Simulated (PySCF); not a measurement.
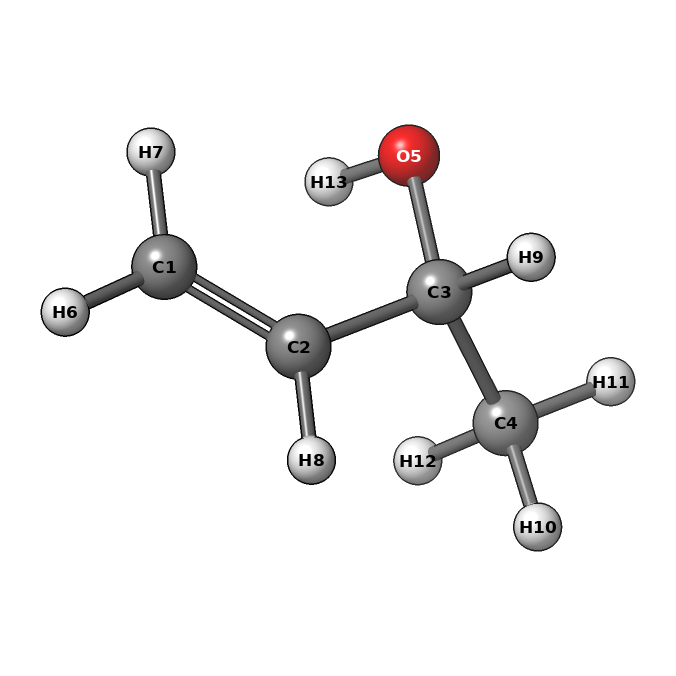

The geometry was computed by an optimisation with PBE0-D3(BJ)/def2-SVP. No frequency run is at hand to confirm it as a minimum. Method: TDDFT CAM-B3LYP/def2-SVPD, vertical, gas phase, core orbitals frozen in the response (PySCF 2.14.0), and the same with a continuum solvent (IEF-PCM, Bondi radii x 1.2, gas-phase geometry).

How do dipole (D), HOMO–LUMO gap (eV), lowest singlet (eV) change in chloroform (ε = 4.7), acetone (ε = 20.5)?

```tsv
medium	dipole (D)	HOMO–LUMO gap (eV)	lowest singlet (eV)
gas phase	1.62	10.02	7.14
chloroform	1.98	10.04	7.08
acetone	2.13	10.04	7.10
```
